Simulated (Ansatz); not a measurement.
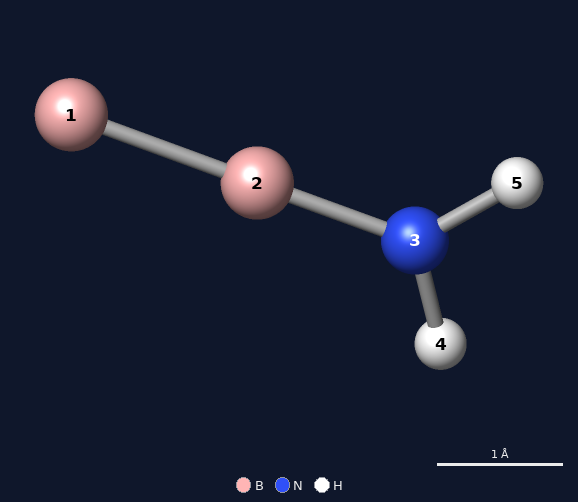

The atoms are numbered. The species is neutral and a spin doublet. Computed geometry: PBE0-D4/def2-TZVP optimisation. No frequency run is at hand to confirm it as a minimum.

Question: What is the geometry at N3?

Answer: N3 has 3 neighbours (B2 at 1.36, H4 at 1.01, H5 at 1.01 Å); the arrangement is trigonal planar.

Question: How are the neighbours of atom 2 arranged?

Answer: B2 has 2 neighbours (B1 at 1.61, N3 at 1.36 Å); the arrangement is linear.
